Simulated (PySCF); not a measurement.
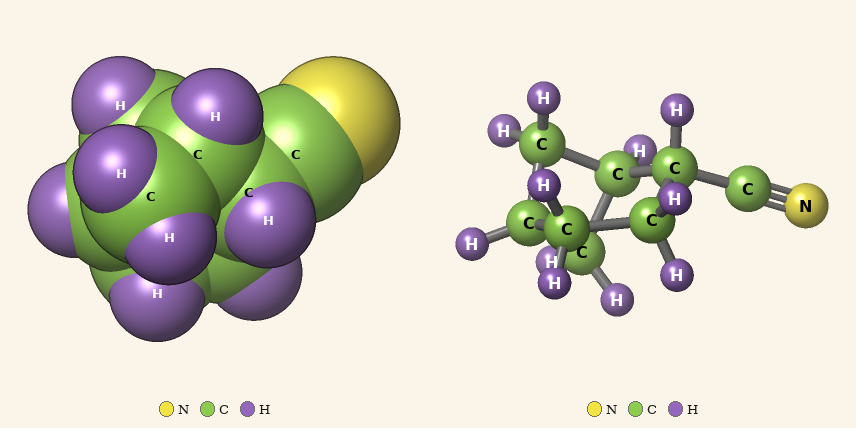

Two views of one molecule.

The computed structure is the end point of a GFN2-xTB optimisation. No frequency run is at hand to confirm it as a minimum.

Give the formula.

Answer. C8H11N, 20 atoms: 8 carbon, 11 hydrogen and 1 nitrogen.

Count the bonded pairs by element.

Answer. 11 C–H, 9 C–C, 1 C–N.

Describe its rings.

Answer. Independent rings (smallest set): 1 of 4 members, 1 of 6 members.

Give a SMILES string for it.

Answer. N#C[C@@H]1CC[C@H]2C[C@@H]1C2

More results for the same structure follow; atom numbers are the same in all pictures, views and colours differ.

Symmetry

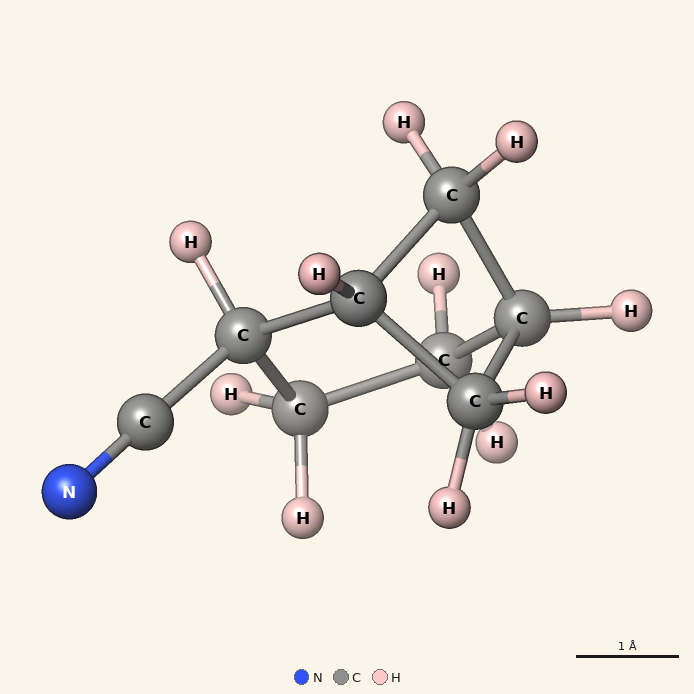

Depth is shown by fading: the farther an atom, the more it takes the colour of the background. No frequency run is at hand to confirm it as a minimum. Masses are those of the most abundant isotopes; constants are for the rigid equilibrium geometry.

Classify the rotor and give the rotational constants (MHz).

Answer. An asymmetric top (C1): A = 3245, B = 1361, C = 1178 MHz. Ray's parameter κ is −0.82, nearer the prolate limit.

Ring current

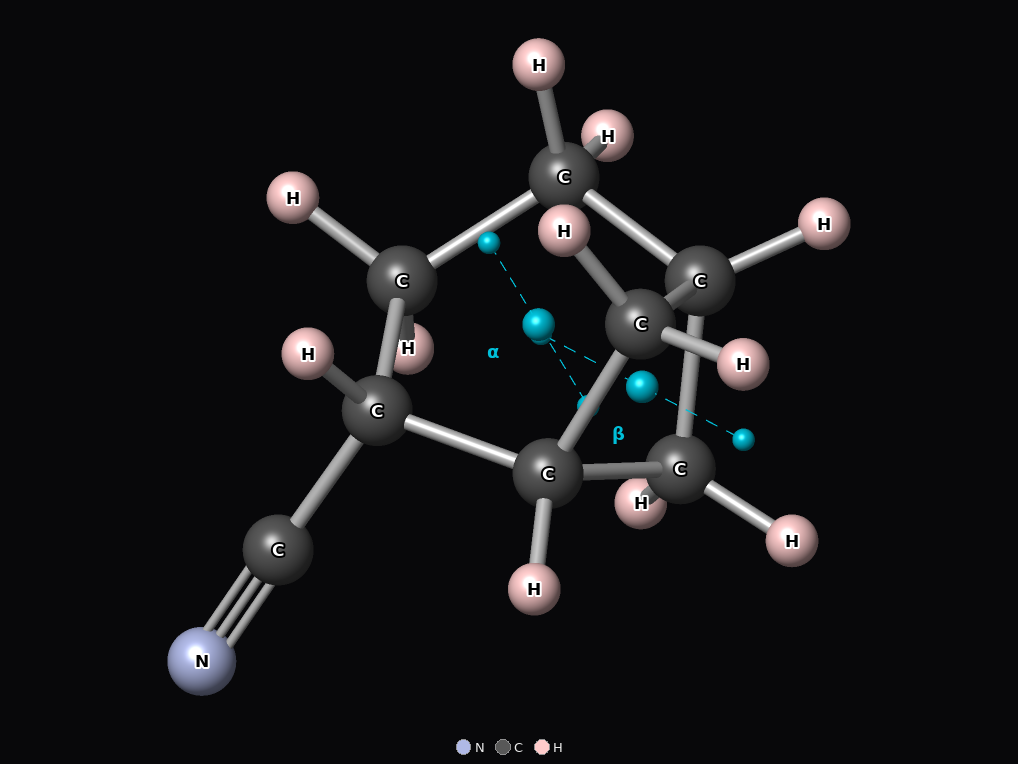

The small points mark where nucleus-independent chemical shifts (NICS) were computed: at the centre of each lettered ring and 1 Å above and below it. No frequency run is at hand to confirm it as a minimum. Properties computed with GIAO PBE0/pcSseg-1 NMR shielding, non-relativistic, gas phase (PySCF 2.14.0).

Give NICS(0), NICS(1) and the out-of-plane component NICS(1)zz for each ring (means of the two sides).

```
ring  members  NICS(0)  NICS(1)  NICS(1)zz
   α       C6     −2.8     −6.3       −4.7
   β       C4     −4.2     −2.5       −3.1
```

Values in ppm.

What do the values say about the ring currents?

Answer. Ring α: weak, as in a non-aromatic ring. NICS is one index among several.

Electronic properties

No frequency run is at hand to confirm it as a minimum. Level of theory: PBE0/pcSseg-1, gas phase (PySCF 2.14.0).

What does the calculation give?

- dipole moment: 4.32 D
- HOMO energy (Kohn–Sham orbital): −8.54 eV
- LUMO energy (Kohn–Sham orbital): 0.76 eV
- HOMO–LUMO gap: 9.30 eV

NMR shielding

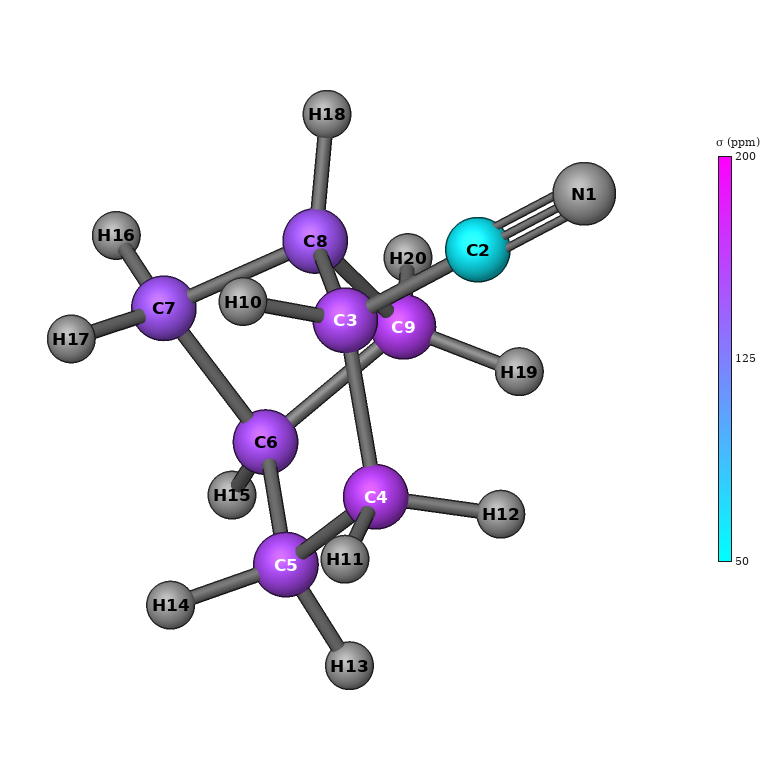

Atoms are coloured by their isotropic NMR shieldings (C only, the others grey). No frequency run is at hand to confirm it as a minimum. Properties computed with GIAO PBE0/pcSseg-1 NMR shielding, non-relativistic, gas phase (PySCF 2.14.0).

Give the isotropic NMR shieldings of the C atoms atom by atom.

```csv
atom,σ (ppm)
C2,59.2
C3,156.0
C4,162.4
C5,155.1
C6,152.9
C7,147.6
C8,147.6
C9,161.7
```
